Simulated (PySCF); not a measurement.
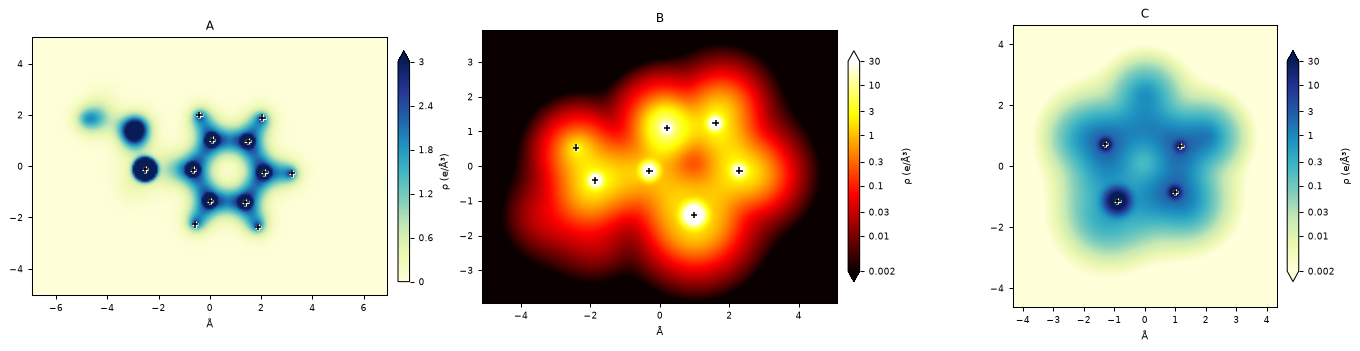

The total electron density of 3 systems, each on a plane through atoms (crosses mark nuclei in the plane).

The calculation used PBE0/pcSseg-1, SCF density, gas phase, non-relativistic in PySCF 2.14.0.

System 1: C4H9BOS (SMILES CCB1OCCS1), the plane of atoms B3, C2 and H12. Geometry: GFN2-xTB.

```tsv
atom	x (Å)	y (Å)	z (Å)
C	2.6062	0.1428	0.4339
C	1.5630	-0.8324	-0.1261
B	0.0811	-0.2771	-0.0326
O	-0.8879	-0.9261	0.6196
C	-2.1765	-0.3563	0.6238
C	-2.1639	1.0296	-0.0412
S	-0.4983	1.2797	-0.7626
H	2.4312	0.3213	1.4924
H	2.5497	1.0956	-0.0874
H	3.6093	-0.2604	0.3146
H	1.8162	-1.0344	-1.1697
H	1.6385	-1.7820	0.4064
H	-2.8429	-1.0420	0.0881
H	-2.5076	-0.2899	1.6654
H	-2.3328	1.8315	0.6762
H	-2.8929	1.1090	-0.8449
```

System 2: C7H9FOSi, the plane of atoms C7, C8 and C9. Geometry: GFN2-xTB.

```xyz
19

C     3.5673    0.4209    0.6078
O     2.1832    0.2274    0.5153
Si    1.3509   -0.6112   -0.5809
F     1.7495   -0.0773   -2.0584
C    -0.4517   -0.2386   -0.2337
C    -0.8801    0.3933    0.9306
C    -2.2217    0.6500    1.1486
C    -3.1628    0.2740    0.2051
C    -2.7547   -0.3619   -0.9556
C    -1.4124   -0.6165   -1.1678
H     4.0701   -0.5212    0.8356
H     3.9665    0.8150   -0.3283
H     3.7526    1.1338    1.4113
H     1.7113   -2.0209   -0.6616
H    -0.1479    0.6890    1.6667
H    -2.5361    1.1450    2.0563
H    -4.2108    0.4768    0.3725
H    -3.4847   -0.6585   -1.6949
H    -1.0982   -1.1099   -2.0760
```

System 3: C5H10OSi, the plane of atoms C5, Si6 and C7. Geometry: GFN2-xTB.

```xyz
17

O    -0.4111    1.1172    1.8276
C     0.4992    0.3427    1.7140
C     1.0666   -0.0872    0.3994
C     0.2344   -1.3144   -0.0307
C    -1.1994   -0.8578   -0.3010
Si   -1.0372    0.9244   -0.9726
C     0.8380    1.0052   -0.6417
H     0.9416   -0.1481    2.6034
H     2.1197   -0.3624    0.5140
H     0.2766   -2.0987    0.7294
H     0.6771   -1.7098   -0.9470
H    -1.7771   -0.8702    0.6221
H    -1.6923   -1.5425   -0.9885
H    -1.2820    0.9468   -2.4235
H    -1.8588    1.9238   -0.3075
H     1.1853    1.9661   -0.2683
H     1.4122    0.7770   -1.5390
```

Which map belongs to which system?

Answer. Panel A is system 2, C7H9FOSi: the plane holds Si, C and H. C–C (1.38 Å): ρ at the midpoint is about 2.1 e/Å³. Panel B is system 1, C4H9BOS: the plane holds C, B, O, S and H. B–O (1.34 Å): ρ is about 2.2 e/Å³ halfway. Panel C is system 3, C5H10OSi: the plane holds C and Si. C–Si (1.91 Å): ρ at the midpoint is about 0.91 e/Å³.
